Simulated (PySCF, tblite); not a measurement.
# C₄H₁₂B₂OS: geometry, infrared bands and NMR shifts

Wanted: the infrared bands and NMR shifts of C₄H₁₂B₂OS (`BOB(C)SC(C)C`), by calculation.

The runs use tblite 0.8.0 and PySCF 2.14.0, with density-fitted response routines of our own; the level of theory stands in each step. All values are computed, except where a source is named. Atoms count from 0, in the outputs and in this text.

## 1. The molecule as given

20 atoms, charge 0, multiplicity 1; geometry from: force field or distance geometry start.

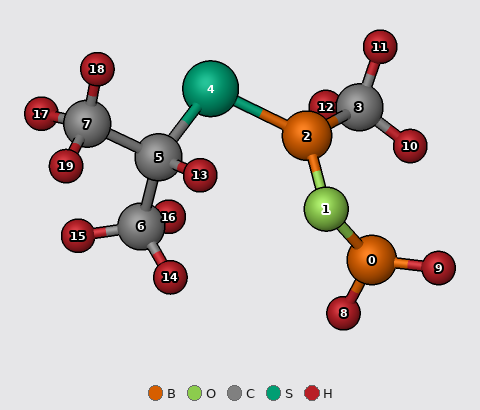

The starting geometry (boron orange, oxygen green, carbon grey, sulfur teal, hydrogen red), atoms numbered; sticks join atoms by distance.

## 2. Relaxing the molecule with GFN2-xTB

Job settings and geometry (Å):

```
{"job": {"kind": "relax", "xc": "GFN2-xTB", "basis": "xTB"}, "charge": 0, "multiplicity": 1}
B     -2.602500     0.836500     0.766900
O     -1.436400    -0.029700     0.824200
B     -1.216300    -0.759100    -0.426300
C     -2.451200    -0.956400    -1.426800
S      0.542400    -1.097900    -1.000500
C      1.606900    -0.229200     0.185300
C      1.370000     1.253600    -0.057700
C      3.055900    -0.619700     0.091700
H     -2.491500     1.996200     0.627000
H     -3.548200     0.481800     1.418900
H     -3.399400    -0.581300    -0.982100
H     -2.565600    -2.039700    -1.684100
H     -2.278400    -0.414900    -2.354100
H      1.212900    -0.493600     1.185600
H      0.977300     1.667800     0.902600
H      2.309200     1.752100    -0.352900
H      0.574600     1.368800    -0.828700
H      3.514100    -0.232400    -0.824300
H      3.234800    -1.705400     0.135200
H      3.586100    -0.187000     0.977500
```

Command:

```console
$ OMP_NUM_THREADS=1 python probes_run.py task.json out
```

One launch serves the whole session: the jobs run in the order shown.

**Question.** This job is followed by: GFN2-xTB harmonic vibrations, gas phase; GIAO PBE0/pcSseg-1 NMR shielding, non-relativistic, gas phase. What will the session give for the following? strongest single infrared mode (GFN2-xTB); zero-point energy (GFN2-xTB); 13C shifts against TMS (PBE0/pcSseg-1, means over atoms taken as alike); 1H shifts against TMS (PBE0/pcSseg-1, means over atoms taken as alike); 11B shifts against BF3·OEt2 (PBE0/pcSseg-1); 17O shifts against H2O (PBE0/pcSseg-1); 33S shifts against CS2 (PBE0/pcSseg-1); surface potential, least and greatest.

As calculated:

| quantity | value |
| --- | --- |
| strongest single infrared mode (GFN2-xTB) | 1574 cm⁻¹, 451 km/mol |
| zero-point energy (GFN2-xTB) | 100.3 kcal/mol |
| 13C shifts against TMS (PBE0/pcSseg-1, means over atoms taken as alike) | 41.3, 27.7, 6.6 ppm |
| 1H shifts against TMS (PBE0/pcSseg-1, means over atoms taken as alike) | 5.49, 2.86, 1.31, 0.72 ppm |
| 11B shifts against BF3·OEt2 (PBE0/pcSseg-1) | 41.5, 40.5 ppm |
| 17O shifts against H2O (PBE0/pcSseg-1) | 303.7 ppm |
| 33S shifts against CS2 (PBE0/pcSseg-1) | 49 ppm |
| surface potential, least and greatest | -0.89 V and 1.19 V |

**Reading.** Over 135 steps the energy fell by 1.717 eV; of the close pairs, O1–B2 changed most, 1.464 to 1.307 Å. The lowest mode is slightly imaginary (13i cm⁻¹), a soft motion within the noise of the Hessian, so the minimum is not strictly shown. The strongest single mode, at 1574 cm⁻¹, moves mainly O1. Unscaled tight-binding wavenumbers are off by several per cent, some by more. Its intensities can rank the bands wrongly. At PBE0/pcSseg-1: The largest span, 368 ppm, is at S4, where the paramagnetic term is -607 ppm. At PBE0/pcSseg-1, counted by nearest atom on the grid, the HOMO lies on S4 71 %; B2 6 %, the LUMO on B0 43 %; H8, H9 about 16 % each.
